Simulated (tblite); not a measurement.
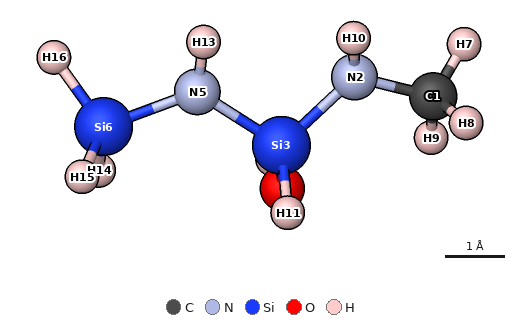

Fig. 1: The structure (ball-and-stick view, seen at a tilt; atoms are numbered from 1 in the order of the input).

**Run report: CH10N2OSi2, frequency calculation**

The run: frequency calculation of CH10N2OSi2. Method and program: GFN2-xTB harmonic vibrations, gas phase (tblite 0.8.0).

It belongs to a series of runs on one base structure; here: constitutional isomer.

**What the program printed**
```
mode    cm-1     km/mol
  1      44.2      0.19
  2      73.8      0.37
  3     100.1      1.66
  4     104.6      0.74
  5     163.7      1.38
  6     170.3      0.33
  7     227.6     30.60
  8     262.2     80.06
  9     298.4     24.75
 10     320.9     88.48
 11     352.7     30.77
 12     550.0    105.24
 13     571.2     72.95
 14     580.3     51.46
 15     689.2     97.27
 16     693.2    146.98
 17     728.5     67.59
 18     762.0    196.50
 19     789.6    337.57
 20     800.9     88.89
 21     819.3    120.20
 22     849.5    396.62
 23     923.3    347.65
 24     993.7    269.45
 25    1064.9     51.23
 26    1114.3      4.60
 27    1160.4     72.36
 28    1199.6    340.58
 29    1368.7     75.51
 30    1422.5      3.47
 31    1493.3      2.87
 32    1505.7      2.27
 33    2197.7    357.44
 34    2231.4    310.30
 35    2267.3    357.05
 36    2274.0    284.91
 37    2905.8     82.87
 38    2963.8     67.73
 39    3039.0     26.04
 40    3459.4      8.46
 41    3501.1      0.84
 42    3662.1     11.35
```

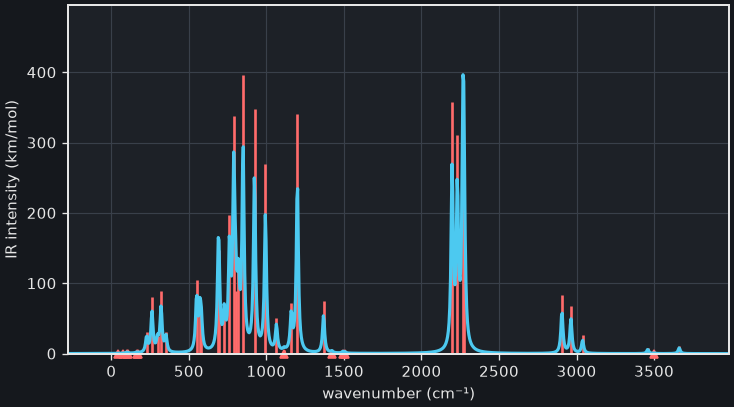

Fig. 2: Harmonic infrared spectrum, unscaled: sticks (degenerate modes added up, dark ones marked on the axis) with a Lorentzian envelope of 16 cm⁻¹ full width, scaled to the tallest stick. 42 modes from 44 to 3662 cm⁻¹, none imaginary. The strongest line is at 850 cm⁻¹ (397 km/mol).

This output came from the following input.

**Input**
```
{"job": {"kind": "ir", "xc": "GFN2-xTB", "basis": "xTB"}, "charge": 0, "multiplicity": 1}
C     -2.770934    -0.221830     0.268136
N     -1.456419     0.267822     0.606849
Si    -0.120220     0.042204    -0.455542
O     -0.036270    -1.510359    -0.914535
N      1.252210     0.511241     0.490330
Si     2.904600     0.340914     0.028708
H     -3.350237    -0.403233     1.176334
H     -3.331219     0.472236    -0.368162
H     -2.658873    -1.158932    -0.271178
H     -1.510903     1.133217     1.121011
H     -0.177842     0.690052    -1.764028
H      0.123114    -2.185928    -0.259967
H      1.069241     1.171000     1.226579
H      3.083089    -1.019187    -0.472919
H      3.296116     1.306273    -1.006457
H      3.676948     0.573453     1.252297
```

The first line tells a small driver script what to run in tblite; the rest is the geometry in Å.

Run as:
```bash
OMP_NUM_THREADS=1 python <driver script> task.json out
```

**Summary**

```csv
quantity,value
outcome,converged
total energy,−563.9394 eV
zero-point energy,72.4800 kcal/mol
hardware,"1 CPU thread, shared host"
wall time,0.89 s
peak memory,0.18 GiB
```
